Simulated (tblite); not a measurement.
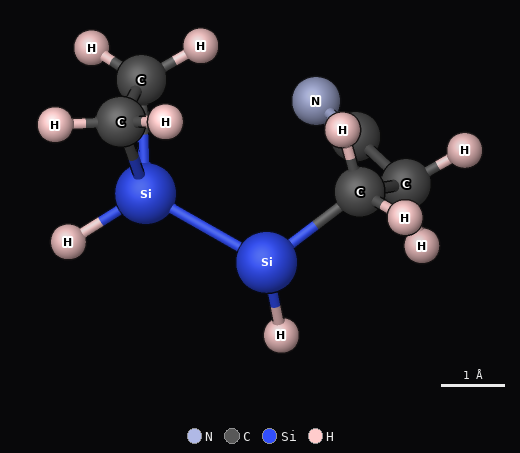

Figure 1. The starting structure (ball-and-stick view, seen at a tilt).

# C$_{5}$H$_{10}$NSi$_{2}$ (charge −1): geometry relaxation

- system: C$_{5}$H$_{10}$NSi$_{2}$, charge −1, SMILES N#CCC[SiH-][SiH]1CC1
- method: GFN2-xTB geometry optimisation, gas phase (tblite 0.8.0)

**Input file**
```
{"job": {"xc": "GFN2-xTB", "basis": "xTB", "kind": "relax"}, "charge": -1, "multiplicity": 1}
N      2.462500     1.482400    -0.958800
C      2.440200     0.634600    -0.183800
C      2.413200    -0.471600     0.806700
C      0.973600    -0.818000     1.220000
Si    -0.107400    -1.661100    -0.040800
Si    -1.286300    -0.176500    -1.289200
C     -1.551200     1.516200    -0.658300
C     -2.619300     0.601300    -0.185400
H      2.920400    -1.350500     0.394700
H      2.963300    -0.164800     1.698200
H      0.463700     0.066500     1.610100
H      1.044600    -1.520500     2.078700
H      0.721200    -2.577900    -0.857600
H     -1.973600    -0.634500    -2.515500
H     -1.810100     2.271300    -1.394500
H     -0.843000     1.887700     0.086000
H     -3.593100     0.649800    -0.665600
H     -2.627500     0.271900     0.843300
```

The first line tells a small driver script what to run in tblite; the rest is the geometry in Å.

Run on 1 CPU thread, shared host.

Launch command:
```bash
OMP_NUM_THREADS=1 python <driver script> task.json out
```

**What the program printed**
```
step      E/eV     max force
  0    -604.37507    2.948
  1    -604.58056    2.087
  2    -604.61596    4.636
  3    -604.75868    1.359
  4    -604.83692    0.987
  5    -604.90143    0.881
  6    -604.92387    0.428
  7    -604.94514    0.347
  8    -604.96111    0.473
  9    -604.97805    0.332
 10    -604.99261    0.384
 11    -605.00390    0.257
 12    -605.01035    0.219
 13    -605.01486    0.196
 14    -605.01924    0.190
 15    -605.02381    0.179
 16    -605.02791    0.171
 17    -605.03082    0.120
 18    -605.03271    0.119
 19    -605.03424    0.094
 20    -605.03581    0.100
 21    -605.03746    0.105
 22    -605.03901    0.091
 23    -605.04025    0.091
 24    -605.04118    0.078
 25    -605.04189    0.069
 26    -605.04250    0.058
 27    -605.04305    0.058
 28    -605.04355    0.047
 29    -605.04407    0.065
 30    -605.04468    0.065
 31    -605.04531    0.055
 32    -605.04587    0.059
 33    -605.04631    0.046
 34    -605.04669    0.052
 35    -605.04706    0.047
 36    -605.04741    0.047
 37    -605.04770    0.045
 38    -605.04794    0.046
 39    -605.04818    0.047
 40    -605.04841    0.045
 41    -605.04862    0.037
 42    -605.04878    0.031
 43    -605.04893    0.032
 44    -605.04911    0.044
 45    -605.04933    0.045
 46    -605.04959    0.041
 47    -605.04989    0.057
 48    -605.05026    0.059
 49    -605.05075    0.074
 50    -605.05141    0.084
 51    -605.05223    0.083
 52    -605.05320    0.076
 53    -605.05426    0.079
 54    -605.05528    0.091
 55    -605.05618    0.087
 56    -605.05701    0.077
 57    -605.05790    0.101
 58    -605.05892    0.110
 59    -605.06012    0.092
 60    -605.06150    0.099
 61    -605.06316    0.110
 62    -605.06526    0.106
 63    -605.06264    0.379
 64    -605.06937    0.151
 65    -605.07157    0.130
 66    -605.07501    0.317
 67    -605.08222    0.145
 68    -605.08599    0.378
 69    -605.08692    0.318
 70    -605.09688    0.192
 71    -605.10025    0.177
 72    -605.10540    0.311
 73    -605.10865    0.175
 74    -605.11463    0.182
 75    -605.12023    0.188
 76    -605.12676    0.208
 77    -605.13360    0.218
 78    -605.14154    0.328
 79    -605.14904    0.516
 80    -605.15583    0.161
 81    -605.16014    0.172
 82    -605.16483    0.201
 83    -605.16999    0.270
 84    -605.17721    0.239
 85    -605.18349    0.269
 86    -605.19075    0.200
 87    -605.19632    0.181
 88    -605.20445    0.212
 89    -605.20943    0.206
 90    -605.21714    0.235
 91    -605.22539    0.311
 92    -605.23084    0.322
 93    -605.24005    0.194
 94    -605.24450    0.274
 95    -605.24758    0.125
 96    -605.25061    0.151
 97    -605.25409    0.195
 98    -605.25824    0.216
 99    -605.26238    0.149
100    -605.26540    0.130
101    -605.26779    0.123
102    -605.27008    0.129
103    -605.27269    0.094
104    -605.27441    0.081
105    -605.27587    0.076
106    -605.27699    0.070
107    -605.27805    0.084
108    -605.27913    0.092
109    -605.28017    0.072
110    -605.28089    0.048
111    -605.28128    0.055
112    -605.28152    0.039
113    -605.28173    0.033
114    -605.28197    0.035
115    -605.28225    0.043
116    -605.28261    0.065
117    -605.28307    0.051
118    -605.28360    0.058
119    -605.28412    0.065
120    -605.28461    0.064
121    -605.28510    0.060
122    -605.28569    0.060
123    -605.28634    0.065
124    -605.28698    0.074
125    -605.28749    0.081
126    -605.28798    0.069
127    -605.28839    0.049
128    -605.28879    0.053
129    -605.28916    0.050
130    -605.28954    0.044
131    -605.28990    0.052
132    -605.29027    0.059
133    -605.29067    0.065
134    -605.29125    0.078
135    -605.29200    0.069
136    -605.29305    0.080
137    -605.29417    0.086
138    -605.29547    0.085
139    -605.29666    0.072
140    -605.29765    0.071
141    -605.29837    0.081
142    -605.29895    0.073
143    -605.29935    0.164
144    -605.29995    0.074
145    -605.30047    0.083
146    -605.30124    0.067
147    -605.30161    0.056
148    -605.30241    0.052
149    -605.30289    0.042
150    -605.30328    0.046
151    -605.30362    0.038
152    -605.30407    0.048
153    -605.30445    0.048
154    -605.30473    0.063
155    -605.30499    0.036
156    -605.30525    0.031
157    -605.30547    0.047
158    -605.30585    0.060
159    -605.30627    0.067
160    -605.30691    0.065
161    -605.30779    0.064
162    -605.30894    0.078
163    -605.31017    0.075
164    -605.31128    0.180
165    -605.31112    0.174
166    -605.31381    0.113
167    -605.31566    0.252
168    -605.31956    0.262
169    -605.32502    0.388
170    -605.32874    0.988
171    -605.34308    0.532
172    -605.35583    0.370
173    -605.36216    1.064
174    -605.36572    0.545
175    -605.38099    0.244
176    -605.38822    0.446
177    -605.39787    0.512
178    -605.40770    0.251
179    -605.41394    0.183
180    -605.41876    0.131
181    -605.42188    0.253
182    -605.42324    0.413
183    -605.42492    0.109
184    -605.42582    0.074
185    -605.42713    0.069
186    -605.42793    0.082
187    -605.42886    0.116
188    -605.42991    0.134
189    -605.43125    0.136
190    -605.43313    0.152
191    -605.43556    0.155
192    -605.43829    0.172
193    -605.44112    0.124
194    -605.44395    0.156
195    -605.44712    0.114
196    -605.44885    0.540
197    -605.45448    0.112
198    -605.45939    0.142
199    -605.46494    0.229
200    -605.46819    0.166
201    -605.47268    0.149
202    -605.47689    0.156
203    -605.47923    0.157
204    -605.48196    0.108
205    -605.48341    0.398
206    -605.48500    0.168
207    -605.48762    0.099
208    -605.49059    0.263
209    -605.49289    0.119
210    -605.49450    0.260
211    -605.49611    0.136
212    -605.49695    0.247
213    -605.49792    0.085
214    -605.49869    0.078
215    -605.49963    0.058
216    -605.50010    0.049
217    -605.50074    0.048
218    -605.50120    0.058
219    -605.50167    0.050
220    -605.50207    0.112
221    -605.50250    0.046
222    -605.50288    0.034
223    -605.50315    0.037
224    -605.50333    0.052
225    -605.50350    0.052
226    -605.50361    0.057
227    -605.50373    0.045
228    -605.50387    0.037
229    -605.50400    0.021
230    -605.50411    0.019
231    -605.50418    0.015
232    -605.50423    0.020
233    -605.50429    0.026
234    -605.50437    0.034
235    -605.50448    0.037
236    -605.50460    0.033
237    -605.50470    0.025
238    -605.50478    0.017
239    -605.50484    0.020
240    -605.50489    0.018
241    -605.50493    0.020
242    -605.50498    0.028
243    -605.50506    0.034
244    -605.50514    0.033
245    -605.50522    0.029
246    -605.50529    0.020
247    -605.50535    0.015
248    -605.50540    0.012
249    -605.50543    0.011
250    -605.50546    0.012
251    -605.50549    0.012
252    -605.50552    0.012
253    -605.50555    0.010
254    -605.50557    0.009
255    -605.50559    0.009
256    -605.50561    0.010
257    -605.50562    0.010
258    -605.50564    0.009
259    -605.50565    0.007
260    -605.50566    0.008
261    -605.50567    0.009
262    -605.50568    0.008
263    -605.50569    0.008
264    -605.50570    0.008
265    -605.50572    0.008
266    -605.50574    0.011
267    -605.50576    0.013
268    -605.50578    0.013
269    -605.50580    0.012
270    -605.50582    0.011
271    -605.50584    0.009
272    -605.50585    0.007
273    -605.50586    0.005
274    -605.50586    0.005
275    -605.50587    0.017
276    -605.50587    0.009
277    -605.50587    0.005
278    -605.50587    0.003
```

**Trajectory as extended XYZ (Å, eV, eV/Å), 6 of the 12 frames kept, from step=0 to step=278**
```
18
Properties=species:S:1:pos:R:3:forces:R:3 step=0 energy=-604.37507
N     2.4625    1.4824   -0.9588    0.0070  -0.1770   0.2660
C     2.4402    0.6346   -0.1838    0.1030  -1.1450   0.8800
C     2.4132   -0.4716    0.8067   -0.1630   1.1670  -0.8230
C     0.9736   -0.8180    1.2200    0.6470  -0.1260   0.7390
Si   -0.1074   -1.6611   -0.0408   -1.7640  -0.7190  -0.8140
Si   -1.2863   -0.1765   -1.2892    1.3490  -2.6180   0.1270
C    -1.5512    1.5162   -0.6583    0.3550   1.8560  -0.2700
C    -2.6193    0.6013   -0.1854   -0.5340  -1.2030  -0.2020
H     2.9204   -1.3505    0.3947   -0.1750   0.0900  -0.1550
H     2.9633   -0.1648    1.6982    0.2660   0.2730   0.0220
H     0.4637    0.0665    1.6101    0.1100   0.0320  -0.0900
H     1.0446   -1.5205    2.0787    0.1730   0.4300  -0.2950
H     0.7212   -2.5779   -0.8576    0.2310   0.4600  -0.0340
H    -1.9736   -0.6345   -2.5155    0.0990   0.4390  -0.0700
H    -1.8101    2.2713   -1.3945   -0.2200   0.3350   0.4010
H    -0.8430    1.8877    0.0860   -0.2750  -0.0100  -0.2130
H    -3.5931    0.6498   -0.6656   -0.0090   0.4580   0.4360
H    -2.6275    0.2719    0.8433   -0.2010   0.4600   0.0960
18
Properties=species:S:1:pos:R:3:forces:R:3 step=50 energy=-605.05141
N     2.4067    1.4606   -0.8971    0.0160  -0.0210   0.0000
C     2.3773    0.5587   -0.1894    0.0310  -0.0330   0.0710
C     2.3830   -0.5312    0.7437    0.0120  -0.0020  -0.0030
C     0.9849   -0.8458    1.2928    0.0530   0.0200  -0.0030
Si   -0.1824   -1.8483    0.1023    0.0080  -0.0360   0.0210
Si   -1.1862   -0.2951   -1.1601   -0.0390   0.0200   0.0350
C    -1.5799    1.5059   -0.7065    0.0000   0.0090   0.0020
C    -2.6318    0.5208   -0.2356   -0.0170   0.0360  -0.0050
H     2.7804   -1.4242    0.2459   -0.0180   0.0470  -0.0100
H     3.0780   -0.2582    1.5565   -0.0310   0.0140  -0.0670
H     0.4956    0.0859    1.5918   -0.0130  -0.0180  -0.0030
H     1.1288   -1.4207    2.2137    0.0070  -0.0070   0.0040
H     0.8667   -2.3906   -0.8460   -0.0110   0.0040   0.0140
H    -1.6953   -0.3989   -2.5497   -0.0030  -0.0080  -0.0200
H    -1.9121    2.2511   -1.4207    0.0240   0.0140   0.0000
H    -0.9947    1.9653    0.0846   -0.0070   0.0210  -0.0060
H    -3.6134    0.6488   -0.6808   -0.0180  -0.0110  -0.0190
H    -2.7144    0.4221    0.8431    0.0050  -0.0480  -0.0130
18
Properties=species:S:1:pos:R:3:forces:R:3 step=101 energy=-605.26779
N     2.8905    1.5991   -0.6468    0.0120  -0.0830  -0.0170
C     2.6414    0.5350   -0.2944   -0.0070   0.0760   0.0090
C     2.3636   -0.7643    0.2362    0.0010  -0.0120   0.0100
C     1.4502   -0.6545    1.4741    0.0270   0.0070   0.0120
Si   -0.4168   -1.0818    1.1559    0.0350  -0.0530  -0.0350
Si   -0.9703   -0.0139   -0.7258    0.0600   0.0080   0.0340
C    -2.0539    1.4979   -0.3906    0.0160   0.0110   0.0290
C    -2.8278    0.3090   -0.8965    0.0440  -0.0900  -0.0170
H     1.8845   -1.3794   -0.5319    0.0310  -0.0050  -0.0180
H     3.3336   -1.2176    0.4905   -0.0510  -0.0180  -0.0220
H     1.5770    0.3391    1.9098   -0.0740   0.0300   0.0460
H     1.8033   -1.3632    2.2291    0.0540   0.0230  -0.0100
H    -0.0738   -2.4642    0.6012   -0.0840  -0.0080   0.0000
H    -0.5274    0.2481   -2.1328   -0.0090   0.0500  -0.0260
H    -2.0288    2.3539   -1.0531   -0.0150   0.0510   0.0120
H    -2.2489    1.7930    0.6366   -0.0440  -0.0100  -0.1140
H    -3.2870    0.4176   -1.8731    0.0420   0.0290   0.0080
H    -3.5179   -0.1475   -0.2002   -0.0390  -0.0060   0.0980
18
Properties=species:S:1:pos:R:3:forces:R:3 step=176 energy=-605.38822
N     4.3206    0.8296   -0.1967   -0.2560  -0.3520   0.0970
C     3.4994    0.0333   -0.0479    0.1240   0.2750  -0.0520
C     2.4032   -0.8651    0.1753    0.0950   0.0960  -0.0240
C     1.4870   -0.3308    1.2912   -0.0490  -0.0680  -0.0740
Si   -0.3626   -0.9157    1.1095    0.0860  -0.0600   0.0680
Si   -1.0253    0.2807   -0.6558   -0.1810   0.0420   0.0590
C    -2.4988    1.3901   -0.2226    0.0330   0.0160  -0.0430
C    -2.8885    0.1357   -0.9672   -0.0190   0.0540   0.0870
H     1.8505   -0.9804   -0.7657    0.0050   0.0920   0.0490
H     2.7966   -1.8487    0.4590   -0.0870   0.0420  -0.0350
H     1.4793    0.7672    1.2975    0.1320  -0.1890  -0.0470
H     1.9153   -0.6522    2.2450   -0.0800   0.0890   0.0410
H    -0.0995   -2.2757    0.4816    0.0990   0.0230   0.0340
H    -0.5737    0.9542   -1.9122    0.0000  -0.0440  -0.1010
H    -2.6381    2.3192   -0.7655   -0.0730  -0.0250  -0.0120
H    -2.8686    1.4771    0.7927    0.0150  -0.0430   0.0010
H    -3.3482    0.2757   -1.9376    0.0930   0.0470  -0.0990
H    -3.4572   -0.5879   -0.3922    0.0640   0.0060   0.0530
18
Properties=species:S:1:pos:R:3:forces:R:3 step=227 energy=-605.50373
N     4.8151   -0.0343    0.3736    0.0400   0.0200  -0.0080
C     3.7097   -0.2537    0.1448   -0.0210  -0.0080   0.0130
C     2.3133   -0.5131   -0.0234   -0.0070  -0.0120   0.0020
C     1.5599   -0.2088    1.2746   -0.0090   0.0020  -0.0020
Si   -0.2977   -0.7527    1.1902   -0.0060  -0.0090   0.0060
Si   -1.0761    0.2431   -0.6538    0.0110   0.0010  -0.0010
C    -2.5779    1.3437   -0.3140   -0.0010  -0.0130  -0.0130
C    -2.9372   -0.0182   -0.8502   -0.0120   0.0050   0.0020
H     1.9155    0.0942   -0.8420   -0.0060   0.0190   0.0010
H     2.1743   -1.5669   -0.2846    0.0120  -0.0200  -0.0040
H     1.6495    0.8561    1.5018   -0.0110   0.0110  -0.0060
H     2.0422   -0.7425    2.0978   -0.0020  -0.0150  -0.0080
H    -0.0037   -2.1505    0.6650   -0.0010  -0.0040   0.0110
H    -0.7350    0.7010   -2.0468   -0.0060   0.0020  -0.0010
H    -2.8141    2.1784   -0.9643   -0.0080   0.0050   0.0040
H    -2.8871    1.5406    0.7056    0.0030   0.0000  -0.0070
H    -3.4071   -0.0346   -1.8271    0.0110   0.0030   0.0090
H    -3.4524   -0.6755   -0.1589    0.0110   0.0140   0.0010
18
Properties=species:S:1:pos:R:3:forces:R:3 step=278 energy=-605.50587
N     4.7775    0.1203    0.3686   -0.0010   0.0010   0.0000
C     3.6880   -0.1773    0.1507    0.0000  -0.0010   0.0010
C     2.3099   -0.5238   -0.0165    0.0010  -0.0010   0.0000
C     1.5360   -0.2522    1.2769    0.0010   0.0000   0.0010
Si   -0.3133   -0.8221    1.1724    0.0020   0.0000  -0.0020
Si   -1.0775    0.1898   -0.6689   -0.0020   0.0010   0.0010
C    -2.5205    1.3655   -0.3246    0.0000   0.0000  -0.0010
C    -2.9518    0.0142   -0.8319    0.0000   0.0010   0.0010
H     1.8801    0.0569   -0.8389    0.0000   0.0000   0.0000
H     2.2348   -1.5858   -0.2720   -0.0010   0.0000   0.0000
H     1.6004    0.8122    1.5163    0.0000   0.0000   0.0000
H     2.0222   -0.7868    2.0975    0.0000  -0.0010   0.0000
H    -0.0003   -2.2127    0.6412    0.0000   0.0010   0.0010
H    -0.7406    0.6160   -2.0733    0.0000   0.0010  -0.0010
H    -2.7291    2.2013   -0.9831    0.0000  -0.0010   0.0010
H    -2.8031    1.5924    0.6965    0.0010   0.0000  -0.0010
H    -3.4356    0.0037   -1.8015    0.0010   0.0000   0.0000
H    -3.4857   -0.6054   -0.1211    0.0000   0.0000   0.0000
```

**Results in brief**

```json
{"quantity": "outcome", "value": "converged"}
{"quantity": "total energy", "value": "−605.5059 eV"}
{"quantity": "wall time", "value": "2.1 s"}
{"quantity": "peak memory", "value": "0.18 GiB"}
```
